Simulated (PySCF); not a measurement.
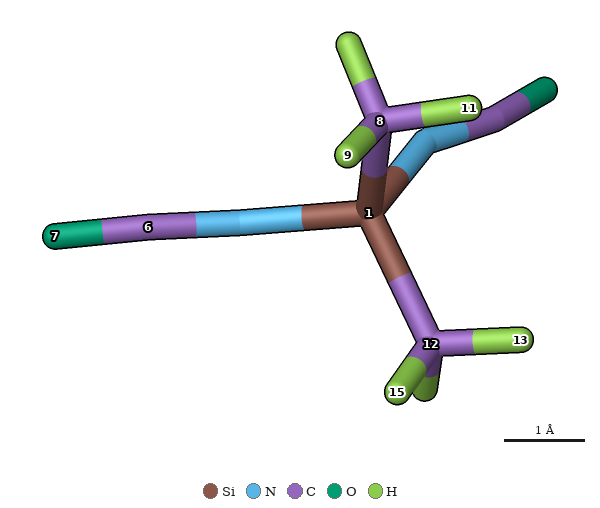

The starting structure (stick view, seen at a tilt; atoms are numbered from 1 in the order of the input). Bond lengths as drawn: C–H 1.01 to 1.17 Å, C–N 1.18 Å, C–O 1.14 to 1.18 Å, C–Si 1.85 to 1.99 Å and N–Si 1.67 to 1.71 Å.

# Geometry relaxation, with input and output: C4H6N2O2Si

- system: C4H6N2O2Si (Si(NCO)2Me2), SMILES C[Si](C)(N=C=O)N=C=O
- method: PBE0-D3(BJ)/def2-SVP geometry optimisation, gas phase (PySCF 2.14.0)

It belongs to a series of runs on one base structure; here: two ligands: Me to NCO.

## What the program printed
```
step   0  E = -704.60391029  max force = 0.081033
step   1  E = -704.63393093  max force = 0.010764
step   2  E = -704.63483364  max force = 0.003873
step   3  E = -704.63507416  max force = 0.002529
step   4  E = -704.63526372  max force = 0.002976
step   5  E = -704.63558887  max force = 0.004010
step   6  E = -704.63589374  max force = 0.003231
step   7  E = -704.63618019  max force = 0.002169
step   8  E = -704.63615883  max force = 0.012496
step   9  E = -704.63631205  max force = 0.001500
step  10  E = -704.63634245  max force = 0.000962
step  11  E = -704.63635493  max force = 0.000678
step  12  E = -704.63635740  max force = 0.000150
optimisation converged
```

## Trajectory as extended XYZ (Å, eV, eV/Å), 7 of the 13 frames kept, from step=0 to step=12
```
15
Properties=species:S:1:pos:R:3:forces:R:3 step=0 energy=-19173.24899
Si    0.0910   -0.0709    0.0363   -2.4605   2.2814  -0.5301
N     0.1318    0.0993    1.7355   -0.0233   0.0537  -2.2186
C    -0.2521   -0.0862    2.8371    1.2938   0.1763  -0.0849
O    -0.3617   -0.2154    3.9666   -1.2663  -0.4552   2.9753
N     1.6839   -0.0736   -0.4668   -0.6654  -0.3310   0.6799
C     2.6108    0.1389   -1.1588    3.7247  -0.0408  -1.9800
O     3.6033    0.2495   -1.7922   -1.3626   0.1865   0.6401
C    -0.7442    1.6003   -0.6470   -1.9550  -2.7771   4.1669
H    -0.8117    1.6148   -1.6596   -0.0222   0.1017  -3.7233
H    -0.2586    2.4581   -0.2688    0.9811   1.2794   0.5199
H    -1.8421    1.6670   -0.2592    1.6456  -0.2421  -0.4752
C    -0.7915   -1.6108   -0.4744   -2.8767   0.9803  -0.8065
H    -1.9155   -1.6325   -0.1587    1.8403   0.2024  -0.1883
H    -0.3245   -2.4615   -0.0723    0.8399  -1.6242   0.8016
H    -0.8516   -1.7530   -1.5738    0.3066   0.2087   0.2232
15
Properties=species:S:1:pos:R:3:forces:R:3 step=2 energy=-19174.09046
Si    0.0476    0.0007    0.0226    0.0738   0.0548   0.0462
N     0.1280    0.1065    1.7487   -0.1992  -0.1228   0.1320
C    -0.2141   -0.1037    2.8818    0.1870   0.0902  -0.1380
O    -0.5051   -0.2768    3.9986   -0.0364  -0.0180   0.0220
N     1.6862   -0.0478   -0.5197    0.0175   0.0330  -0.1729
C     2.6562    0.1235   -1.2046   -0.0371  -0.0508   0.1460
O     3.6216    0.2692   -1.8438    0.0307   0.0173  -0.0340
C    -0.7732    1.5393   -0.6189   -0.0843  -0.0199   0.0491
H    -0.8165    1.5510   -1.7196    0.0537   0.0248   0.0410
H    -0.2349    2.4310   -0.2630    0.0051   0.0053  -0.0733
H    -1.8048    1.5934   -0.2362   -0.0063   0.0185  -0.0145
C    -0.8150   -1.5687   -0.4709   -0.0636  -0.1011  -0.0140
H    -1.8555   -1.5672   -0.1087    0.0181   0.0045   0.0244
H    -0.3079   -2.4541   -0.0556    0.0017   0.0539  -0.0140
H    -0.8455   -1.6724   -1.5669    0.0393   0.0105   0.0002
15
Properties=species:S:1:pos:R:3:forces:R:3 step=4 energy=-19174.10216
Si    0.0190    0.0090    0.0164    0.1361  -0.0835   0.1042
N     0.1052    0.0830    1.7445   -0.0839  -0.0244  -0.1530
C    -0.1687   -0.1152    2.8940   -0.0240   0.0038   0.1485
O    -0.4166   -0.2852    4.0230    0.0443   0.0103  -0.0460
N     1.6591   -0.0293   -0.5321   -0.1217   0.0397  -0.0846
C     2.6606    0.1248   -1.1715    0.0068   0.0102   0.0624
O     3.6510    0.2615   -1.7744    0.0201  -0.0066  -0.0135
C    -0.8113    1.5442   -0.6181    0.0578   0.0702  -0.0498
H    -0.8218    1.5516   -1.7190   -0.0374  -0.0334  -0.0094
H    -0.2681    2.4420   -0.2864   -0.0105  -0.0080   0.0464
H    -1.8489    1.6130   -0.2575    0.0022  -0.0073  -0.0028
C    -0.8202   -1.5734   -0.4902    0.0352   0.0856   0.0237
H    -1.8565   -1.5978   -0.1182    0.0043  -0.0169  -0.0355
H    -0.2821   -2.4398   -0.0794    0.0091  -0.0253   0.0099
H    -0.8336   -1.6645   -1.5872   -0.0384  -0.0146  -0.0007
15
Properties=species:S:1:pos:R:3:forces:R:3 step=6 energy=-19174.11931
Si   -0.0401    0.0034    0.0002    0.0231  -0.0436   0.0000
N     0.0391    0.0170    1.7231   -0.0465   0.0073  -0.1267
C    -0.0531   -0.1014    2.9093    0.0046   0.0018   0.1661
O    -0.1353   -0.2045    4.0701    0.0094   0.0023  -0.0219
N     1.5896    0.0332   -0.5680   -0.0905   0.0108   0.0078
C     2.6624    0.1505   -1.0832    0.1212   0.0018  -0.0382
O     3.7143    0.2550   -1.5815   -0.0331  -0.0056   0.0222
C    -0.8930    1.5384   -0.6044    0.0742   0.0523  -0.0956
H    -0.8740    1.5488   -1.7052   -0.0632  -0.0143  -0.0317
H    -0.3604    2.4397   -0.2652   -0.0170  -0.0119   0.0788
H    -1.9399    1.5996   -0.2724    0.0039  -0.0239   0.0252
C    -0.8224   -1.5897   -0.5592    0.0653   0.0880   0.0385
H    -1.8548   -1.6809   -0.1888   -0.0018  -0.0014  -0.0224
H    -0.2363   -2.4360   -0.1727   -0.0125  -0.0538   0.0024
H    -0.8286   -1.6492   -1.6581   -0.0372  -0.0097  -0.0045
15
Properties=species:S:1:pos:R:3:forces:R:3 step=8 energy=-19174.12652
Si   -0.0863   -0.0088   -0.0339   -0.0230   0.0255  -0.0917
N    -0.0186   -0.0573    1.6866    0.0334   0.0128   0.6426
C     0.0915   -0.0328    2.8831    0.0190   0.0100  -0.1019
O     0.1926   -0.0127    4.0507   -0.0550  -0.0168  -0.4685
N     1.5367    0.1023   -0.6078    0.3900   0.0211  -0.1026
C     2.6835    0.1396   -0.9578   -0.0022  -0.0376   0.0075
O     3.8005    0.1740   -1.3085   -0.3379   0.0079   0.1000
C    -0.9949    1.5196   -0.5755   -0.0320  -0.0262  -0.0337
H    -1.0004    1.5780   -1.6761    0.0038   0.0284   0.0351
H    -0.5020    2.4217   -0.1820   -0.0067  -0.0107  -0.0129
H    -2.0396    1.5136   -0.2270    0.0263  -0.0111   0.0144
C    -0.8138   -1.6008   -0.6544   -0.0062  -0.0494  -0.0008
H    -1.8411   -1.7448   -0.2861    0.0001   0.0190   0.0140
H    -0.2039   -2.4517   -0.3123   -0.0196   0.0160  -0.0102
H    -0.8369   -1.6161   -1.7552    0.0100   0.0111   0.0088
15
Properties=species:S:1:pos:R:3:forces:R:3 step=10 energy=-19174.13152
Si   -0.0745   -0.0087   -0.0358    0.0190   0.0114  -0.0109
N    -0.0078   -0.0446    1.6879   -0.0156   0.0062   0.0020
C     0.0773   -0.0345    2.8814    0.0138  -0.0012  -0.0495
O     0.1539   -0.0284    4.0465   -0.0027  -0.0001   0.0410
N     1.5519    0.0889   -0.6054   -0.0105  -0.0046   0.0072
C     2.6899    0.1341   -0.9717   -0.0183  -0.0059   0.0105
O     3.7982    0.1794   -1.3369    0.0206  -0.0007  -0.0077
C    -0.9819    1.5188   -0.5797   -0.0052  -0.0141  -0.0098
H    -0.9966    1.5824   -1.6790    0.0010   0.0111   0.0076
H    -0.4874    2.4202   -0.1879   -0.0003   0.0038  -0.0030
H    -2.0222    1.5102   -0.2202    0.0013  -0.0035   0.0090
C    -0.8193   -1.5981   -0.6434    0.0009  -0.0193  -0.0006
H    -1.8477   -1.7217   -0.2709   -0.0002   0.0104   0.0066
H    -0.2220   -2.4554   -0.2973   -0.0070   0.0026  -0.0018
H    -0.8448   -1.6187   -1.7438    0.0031   0.0039  -0.0006
15
Properties=species:S:1:pos:R:3:forces:R:3 step=12 energy=-19174.13193
Si   -0.0727   -0.0088   -0.0420    0.0077  -0.0036   0.0036
N    -0.0070   -0.0444    1.6820   -0.0062   0.0059  -0.0077
C     0.0900   -0.0260    2.8744    0.0028  -0.0052   0.0018
O     0.1751   -0.0130    4.0393    0.0019   0.0014   0.0041
N     1.5540    0.0857   -0.6094   -0.0066  -0.0014  -0.0010
C     2.6958    0.1208   -0.9648    0.0001   0.0018  -0.0005
O     3.8077    0.1578   -1.3205    0.0012  -0.0032  -0.0006
C    -0.9858    1.5181   -0.5779    0.0015   0.0018   0.0055
H    -1.0104    1.5916   -1.6760   -0.0004  -0.0017  -0.0022
H    -0.4939    2.4197   -0.1830    0.0015   0.0006  -0.0007
H    -2.0224    1.5005   -0.2076    0.0005   0.0017  -0.0015
C    -0.8243   -1.5958   -0.6478   -0.0018   0.0031  -0.0024
H    -1.8525   -1.7093   -0.2715   -0.0005   0.0002  -0.0014
H    -0.2335   -2.4577   -0.3031   -0.0003  -0.0002   0.0023
H    -0.8528   -1.6152   -1.7481   -0.0013  -0.0012   0.0007
```

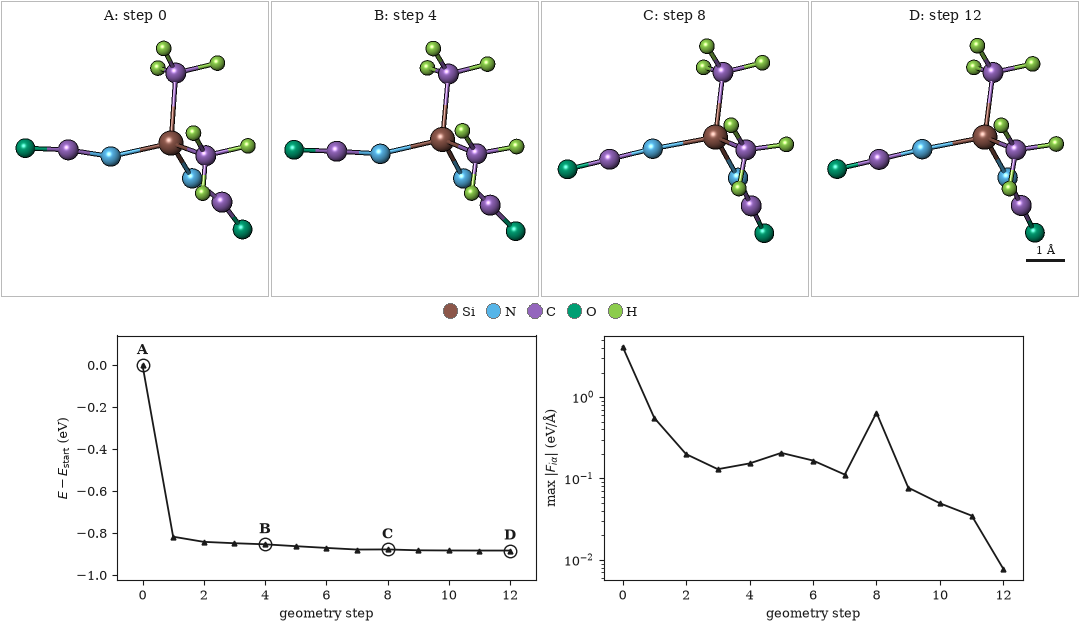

Frames of the relaxation (ball-and-stick view, seen at a tilt) above the curves, on which the letters mark them (steps are counted from 0).

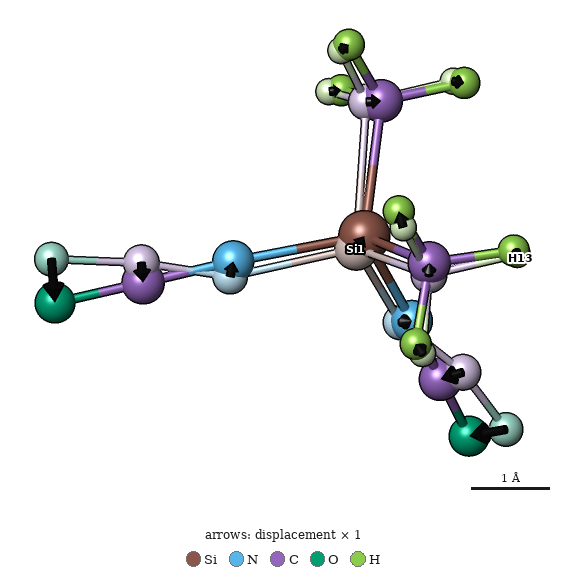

Start (faint) and end (solid) with the displacements as black arrows, at true length (ball-and-stick view, seen at a tilt). The two geometries are laid on each other by the best rigid fit. Over 12 geometry steps the energy falls by 0.883 eV. The largest force component goes from 4.2 to 0.0077 eV/Å. The atom that moves furthest after the best rigid fit is O7 (0.60 Å). Largest moves by element: O 0.60 Å, C 0.33 Å, H 0.22 Å, N 0.20 Å, Si 0.19 Å. Distances before and after: Si1–C8 1.989 → 1.858 Å, C8–H9 1.015 → 1.101 Å, C12–H13 1.168 → 1.101 Å, Si1–N5 1.670 → 1.725 Å. Among the angles that change: Si1–N2–C3 154.7° → 176.8°, Si1–N5–C6 158.2° → 177.6°, N2–C3–O4 166.2° → 179.5°. (Atoms are counted from 1 in the order of the input.)

This output came from the following input.

## Input file
```
{"job": {"xc": "PBE0", "basis": "def2-SVP", "d3": "d3bj", "grid": 1, "maxiter": 40, "shake": 0.03, "kind": "geom"}, "charge": 0, "multiplicity": 1}
Si     0.090970    -0.070880     0.036270
N      0.131850     0.099270     1.735460
C     -0.252120    -0.086240     2.837090
O     -0.361740    -0.215420     3.966590
N      1.683860    -0.073610    -0.466770
C      2.610780     0.138910    -1.158760
O      3.603290     0.249450    -1.792210
C     -0.744180     1.600330    -0.647010
H     -0.811720     1.614760    -1.659550
H     -0.258620     2.458140    -0.268790
H     -1.842060     1.667000    -0.259170
C     -0.791480    -1.610790    -0.474370
H     -1.915450    -1.632530    -0.158650
H     -0.324510    -2.461520    -0.072320
H     -0.851640    -1.752990    -1.573840
```

The first line tells a small driver script what to run in PySCF; the rest is the geometry in Å.

Run as:
```bash
OMP_NUM_THREADS=1 python <driver script> task.json out
```

## Results in brief

| quantity | value |
| --- | --- |
| outcome | converged |
| total energy | −704.636357 hartree |
| dipole moment | 3.36 D |
| point group | C2 |
| hardware | 1 CPU thread, shared host |
| wall time | 1.9 min |
| peak memory | 0.64 GiB |
